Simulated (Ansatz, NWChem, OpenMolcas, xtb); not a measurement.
**Redistribution: SiHBr + SiH4 → SiH2 + SiH3Br**

Gas-phase species: SiHBr `[SiH]Br`, singlet; SiH4 `[SiH4]`, singlet; SiH2 `[SiH2]`, singlet; SiH3Br `[SiH3]Br`, singlet. The partners trade Br for H; both sit on Si, so the bond types are kept.

Shapes, held fixed at every level: PBE0-D4/def2-TZVP. Programs: Ansatz 0.2.0, NWChem 7.3.0, xtb 6.7.1. A level may come from different programs for different species; with the same settings they agree closely. Electronic energies: no zero-point or thermal term.

```csv
level,kind,ΔE (kJ/mol)
GFN1-xTB,semi-empirical,+18.9
HF/STO-3G,Hartree–Fock,+68.1
HF/3-21G,Hartree–Fock,+40.1
HF/def2-SVP,Hartree–Fock,+39.5
B3LYP/6-31G* (spherical functions),global hybrid,+55.7
PBE0/def2-SVP,global hybrid,+54.1
```

PBE0/def2-SVP gives ΔE = +54.1 kJ/mol; the levels span +18.9 to +68.1. The median of the levels is +47.1. No measured value is set beside it here. Relativity is left out for Br. Rows in sets without polarisation functions are far from converged.

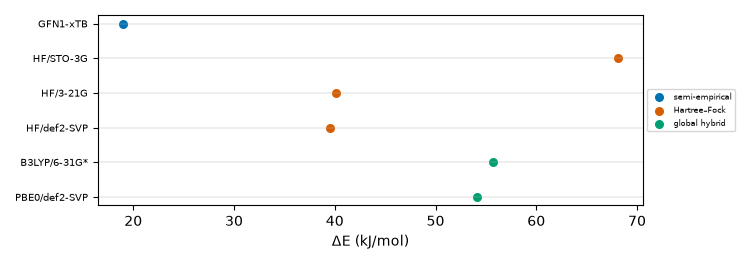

The values of the table, level by level.
